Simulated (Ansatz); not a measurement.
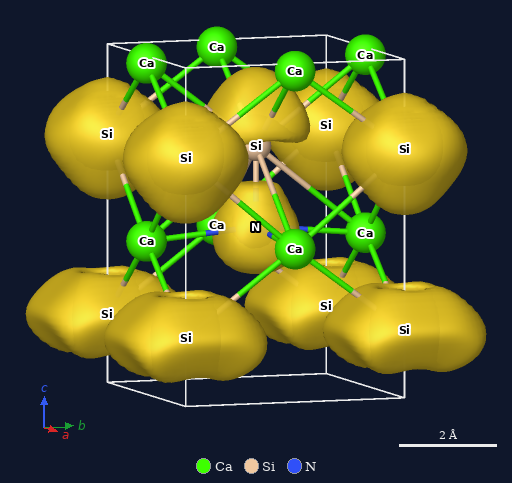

Figure. Ca₄Si₃N. Isosurface of the ELF at 0.75 (yellow), seen slightly off an axis. Core shells and regions of very low density are left out. Sticks mark near contacts.

Space group P4mm; a generated structure, not necessarily the stable one; changed on purpose from its base cell (volume × 0.88, shape and atoms relaxed); computed pressure about 8 GPa in this cell; computed without spin polarisation.

The calculation used DFT PBE, scalar-relativistic, plane waves, PAW in Ansatz 0.2.0.

Question: What do the ELF domains correspond to?

Answer: The ELF exceeds this value in one region wrapped around N (its valence shell) and three regions wrapped around Si (the valence shell of each), counted in one cell of 8 atoms. Any copies at cell faces, edges or corners count once. Along the contacts the grid gives the following. Si–N (1.68 Å): the ELF peaks at about 0.80 between the atoms. Ca–N (2.41 Å): the ELF peaks at about 0.85 in the valence shell of N, 0.7 Å from its nucleus, and is about 0.10 at the midpoint (no localised pair shows between them).
